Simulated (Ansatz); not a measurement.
Bond-angle distributions (per cent of the angles at each element, bins of 10°) of a relaxed model of amorphous Al28O44Hf at 3.42 g/cm³. The numbers are results of PBE, scalar-relativistic without spin-orbit coupling (plane waves to 420 eV, PAW; Ansatz, an electronic-structure program), not measurements.

Preparation: random packing, a CHGNet melt and quench, and a DFT relaxation. O atoms were pushed apart under 1.9 Å during the dynamics, to hinder bonds among them. The hot cell started wider than the set density and was brought back towards it in steps. It is the lowest in DFT energy of 2 quenches. It is a model cell: composition and starting density were chosen by hand, and all elements were melted together. No dispersion term was used. Its density started from a set value of 3.39 and ended at 3.42 g/cm³. The quench (nominally 410 K/ps over its main leg) was far faster than any real one, so the model tends to hold more defects than a real film. A cell of this size samples the disorder only roughly. Volume and shape were free in the relaxation.

Bonds are counted up to Al-Al 2.66 Å, Al-O 2.44 Å, Al-Hf 3.00 Å, O-O 1.58 Å, O-Hf 2.65 Å, Hf-Hf 3.34 Å. Two cations that share two anions don't count as bonded, nor two that share one unless they lie closer than Al-Al 2.59 Å, Al-Hf 2.92 Å, Hf-Hf 3.25 Å.

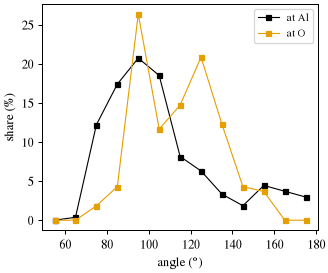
Bond-angle distributions

They go with these counts of neighbours within the cut-offs, cation contacts included: Al mean 4.9, most often 5; O mean 3.2, most often 3.
